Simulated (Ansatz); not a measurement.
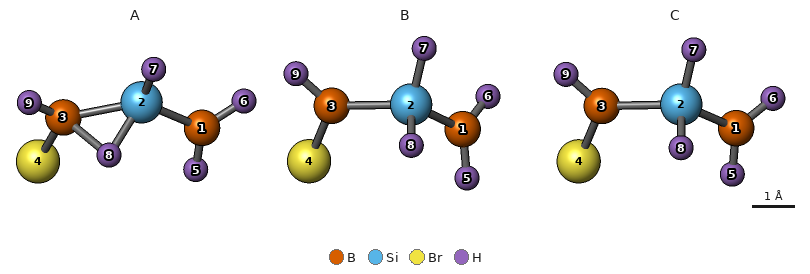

3 geometries from a converged minimum-energy path of B₂SiH₅Br, shuffled. The picture is a ball-and-stick view, seen from a free direction.

Method: Ansatz 0.2.0, UKS B3LYP-D4/def2-SVP. Set-up: 9 movable images; climbing image; force threshold 0.05 eV/Å; iteration limit 38; starting path through a guess of the saddle point.

Question: Which of them lies highest in energy?

Answer: A. In order along the path, whose images run from 0 to 10: B (image 3, +0.6 kcal/mol), C (image 4, +0.8 kcal/mol), A (image 7, +9.4 kcal/mol). No bond forms or breaks between the ends. Among the angles between lasting bonds that change up to the highest image: B3–Si2–H8 110.0° → 55.4°, B1–Si2–B3 101.5° → 123.0°.

Cost: 15 min on 2 threads of AMD EPYC 7R13 Processor (Zen 3), with other jobs on the host, peak memory 0.4 GiB.
